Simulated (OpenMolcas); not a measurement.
**B3PW91/ANO-S-VDZP run of BH (SMILES [BH])**

Aim: the vertical ionisation energy of BH at B3PW91/ANO-S-VDZP, from 2 runs. 

The calculation is run with OpenMolcas 26.06.

## Step 1: The system as given

BH: 2 atoms, total charge 0, spin state singlet. SMILES: `[BH]`. Geometry: the measured bond length.

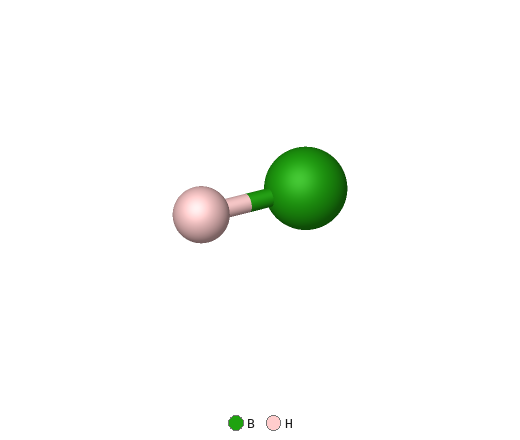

The structure, seen from a chosen angle (boron green, hydrogen pink).

## Step 2: Energy and gradient at B3PW91/ANO-S-VDZP

The input, job.inp:

```
* BH Kohn-Sham DFT
>>> EXPORT MOLCAS_PRINT=2

&GATEWAY
  Coord
  2
  bohr
  B      0.00000000     0.00000000     0.00000000
  H      0.00000000     0.00000000     2.32889848
  Basis
  ANO-S-VDZP
  Group
  NoSym

&SEWARD
  GridInput
  Grid=Coarse
  End of Grid

&SCF
  KSDFT
  HYB_GGA_XC_B3PW91
  PrOrbitals
  0

&ALASKA
```

On the command line:

```sh
$ export MOLCAS_MEM=1860
$ pymolcas job.inp > job.log
```

The program printed, cut to the lines that bear on the results:

```text
--- Start Module: gateway ---
[...]
--- Stop Module: gateway /rc=_RC_ALL_IS_WELL_ ---
[...]
      Basis functions           19
[...]
--- Start Module: scf ---
[...]
       Convergence after   8 Iterations
[...]
::    Total KS-DFT energy                             -25.2741222863
[...]
      Total spin, S                                     0.0000000000
[...]
      Total electronic charge=    6.000000
      Total            charge=   -0.000000
[...]
      Dipole Moment (debye):
      Origin of the operator (angstrom)=    0.0000    0.0000    0.1034
                   X= -4.0917E-16               Y= -8.1353E-16               Z=  1.7151E+00           Total=  1.7151E+00
      Quadrupole Moment (debye*angstrom):
[...]
--- Stop Module: scf /rc=_RC_ALL_IS_WELL_ ---
--- Start Module: alaska ---
[...]
 *              Molecular gradients               *
 **************************************************
  Irreducible representation: a
 ------------------------------------------------------------------------------------------
                              X                       Y                       Z
 ------------------------------------------------------------------------------------------
  B1                1.76919057420895E-16   -2.11893755970072E-16    9.55876786733922E-03
  H2               -1.73883291337936E-16    2.25771543777886E-16   -9.55876786733967E-03
 ------------------------------------------------------------------------------------------
--- Stop Module: alaska /rc=_RC_ALL_IS_WELL_ ---
[...]
```

Wall time 2.3 s (1 thread of Arm Neoverse V1, shared host); peak memory 0.37 GiB.

## Step 3: The doublet cation at the same level

The input, job.input:

```
* BH Kohn-Sham DFT
>>> EXPORT MOLCAS_PRINT=2

&gateway
 coord
 2
 bohr
 B      0.00000000     0.00000000     0.00000000
 H      0.00000000     0.00000000     2.32889848
 basis=ANO-S-VDZP
 group=NoSym

&seward
 gridinput
 Grid=Coarse
 End of Grid

&scf
 uhf
 charge=1
 spin=2
 ksdft=HYB_GGA_XC_B3PW91
 prorbitals=0

&alaska
```

On the command line:

```sh
$ export MOLCAS_MEM=1860
$ pymolcas job.input > job.log
```

The program printed, cut to the lines that bear on the results:

```text
--- Start Module: gateway ---
[...]
--- Stop Module: gateway /rc=_RC_ALL_IS_WELL_ ---
[...]
      Basis functions           19
[...]
--- Start Module: scf ---
[...]
       Convergence after  12 Iterations
[...]
::    Total KS-DFT energy                             -24.9176521687
[...]
      Total spin, S                                     0.5011160226
[...]
      Total electronic charge=    5.000000
      Total            charge=    1.000000
[...]
      Dipole Moment (debye):
      Origin of the operator (angstrom)=    0.0000    0.0000    0.1034
                   X=  2.8418E-16               Y= -5.8072E-16               Z=  3.8069E-01           Total=  3.8069E-01
      Center of Charge (angstrom)
[...]
--- Stop Module: scf /rc=_RC_ALL_IS_WELL_ ---
[...]
--- Start Module: alaska ---
[...]
 *              Molecular gradients               *
 **************************************************
  Irreducible representation: a
 ------------------------------------------------------------------------------------------
                              X                       Y                       Z
 ------------------------------------------------------------------------------------------
  B1                1.08770262391979E-16   -1.94057854940645E-16    1.86551322720874E-03
  H2               -1.08770262391979E-16    2.07068281010472E-16   -1.86551322720918E-03
 ------------------------------------------------------------------------------------------
--- Stop Module: alaska /rc=_RC_ALL_IS_WELL_ ---
[...]
```

Wall time 2.7 s (1 thread of Arm Neoverse V1, shared host); peak memory 0.37 GiB.

## Step 4: Outcome

Level: B3PW91/ANO-S-VDZP.

```
                                          quantity         value
                          singlet BH: total energy  -25.27412 Eh
                         singlet BH: dipole moment        1.72 D
                           singlet BH: HOMO energy      -6.51 eV
                           singlet BH: LUMO energy      -2.58 eV
                         singlet BH: HOMO–LUMO gap       3.93 eV
              singlet BH: largest force on an atom    0.492 eV/Å
                      doublet cation: total energy  -24.91765 Eh
doublet cation: HOMO energy (highest over α and β)     -17.94 eV
 doublet cation: LUMO energy (lowest over α and β)     -12.53 eV
                              doublet cation: ⟨S²⟩         0.752
          doublet cation: largest force on an atom    0.096 eV/Å
vertical ionisation energy (to the doublet cation)      9.700 eV
```

What this shows: The vertical ionisation energy comes to 9.70 eV (936 kJ/mol). The largest force (singlet BH) is 0.49 eV/Å: the shape isn't a stationary point for this species at this level. −ε(HOMO) before ionisation, 6.51 eV, is 3.19 eV below this ionisation energy.
